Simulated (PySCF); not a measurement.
## A study: C₄H₉OP, SMILES `CP1(=O)CCC1`

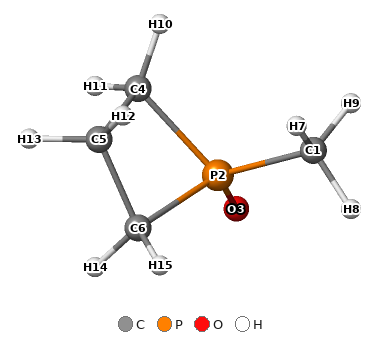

The molecule, with its atoms numbered as below. No frequency check shows the geometry to be a minimum.

Geometry (Å), atoms numbered from 1:

```
C1      -1.3012    1.4487    0.0000
P2      -0.5052   -0.1996   -0.0001
O3      -1.4454   -1.3243    0.0001
C4       0.9379   -0.1510    1.1645
C5       1.8570    0.2657    0.0000
C6       0.9381   -0.1512   -1.1643
H7      -0.5693    2.2494   -0.0004
H8      -1.9319    1.5139   -0.8850
H9      -1.9321    1.5141    0.8841
H10      0.9165    0.5220    2.0182
H11      1.1510   -1.1609    1.5148
H12      2.0200    1.3427    0.0001
H13      2.8282   -0.2268    0.0001
H14      1.1514   -1.1612   -1.5143
H15      0.9170    0.5216   -2.0182
```

Part 1: In an electric field

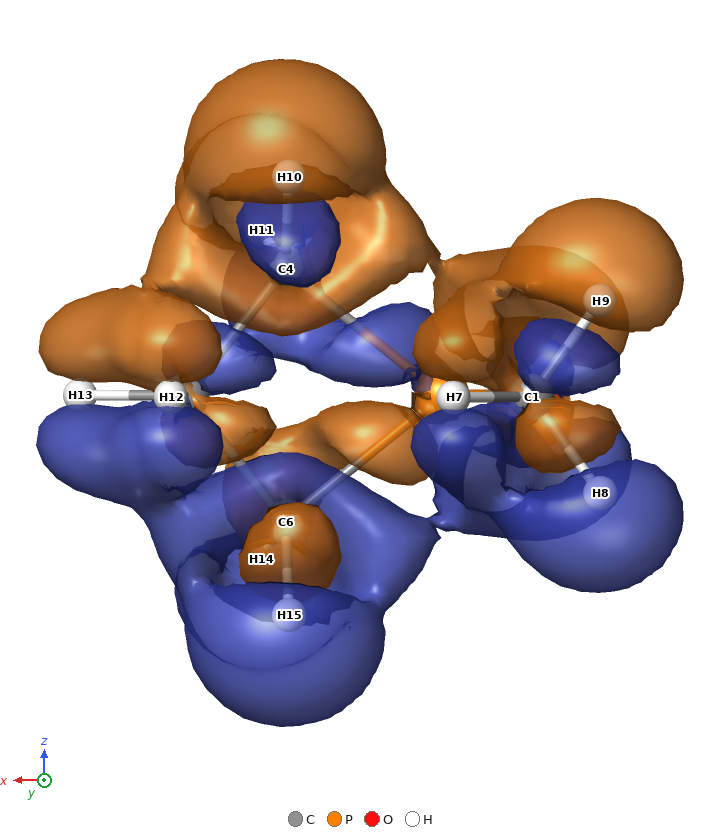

Change of the electron density in a uniform field of 0.51 V/Å, surfaces at ±0.003 e/Å³ (orange: gain, blue: loss).

Level of theory: PBE0/def2-SVPD (PySCF), at a geometry from GFN2-xTB.

Q: Along which Cartesian direction does the field point?

A: Along −z: electrons gather on the +z side, against the field.

Q: How large is the response?

A: The induced dipole is 1.70 D (along the field); α along this axis, from the fields in both directions, is 67 bohr³ (9.9 Å³).

Q: Which atoms gain and lose the most charge?

A: Electrons gather most on H10 (Hirshfeld charge changes by −0.022 e) and leave H15 most (+0.021 e); 0.165 electrons are displaced in all.

Part 2: Localised orbitals

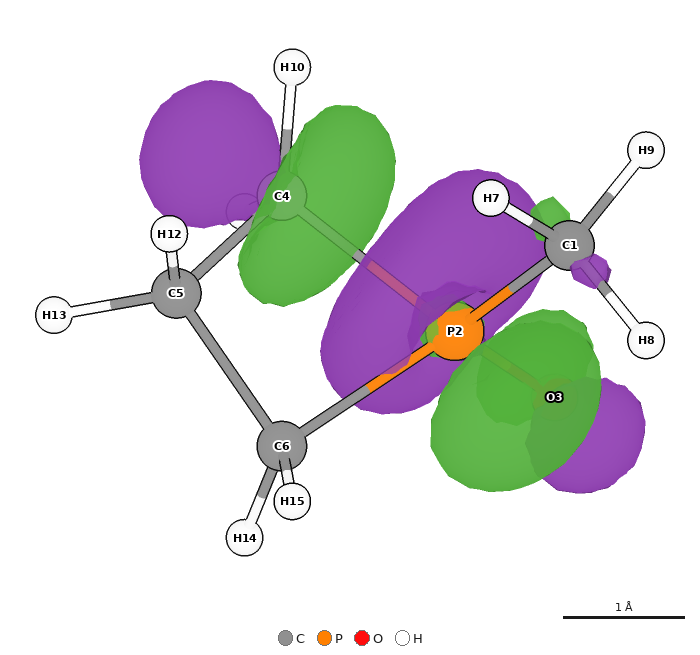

Intrinsic bond orbitals (IBO), occupied and valence-virtual; each surface holds about 85 % of the orbital's density. Energies are diagonal elements of the Fock matrix.

Method: B3LYP/6-311+G**; geometry: GFN2-xTB; program: PySCF.

Q: What does this orbital represent?

A: σ* orbital P2–C4 (P2 52 %, C4 38 %, O3 9 %; 5.2 eV).

Part 3: Stretching a bond

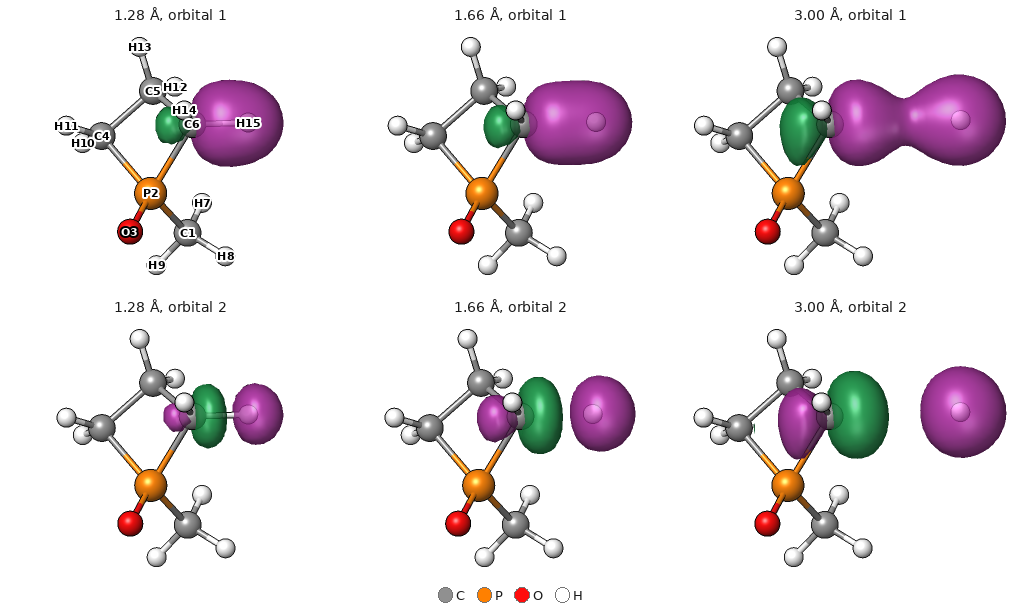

Rigid stretch of the C6–H15 bond. The two CASSCF(2,2) natural orbitals nearest half filling (orbital 1 the more occupied).

Level of theory: 6-31G* basis (PySCF), at a geometry from GFN2-xTB.

Q: How do the occupations change along the stretch?

A: 1.28 Å: 1.97 and 0.03; 1.66 Å: 1.91 and 0.09; 3.00 Å: 1.29 and 0.71. At the longest distance computed (3.00 Å) they are 1.29 and 0.71, and the effective number of unpaired electrons is 1.7.

Q: Where does the UHF solution part from RHF?

A: Between 1.44 Å (⟨S²⟩ = 0, the two coincide) and 1.66 Å (⟨S²⟩ = 0.04); at 3.00 Å ⟨S²⟩ is 0.99 and UHF lies 3.5 eV below RHF.

Q: How much energy does the stretch cost?

A: By CASSCF, 4.3 eV from the lowest point of the scan (1.07 Å) to 3.00 Å; RHF gives 7.4 eV from its own lowest point. The fragments aren't relaxed and dynamic correlation is missing, so this isn't a bond dissociation energy.
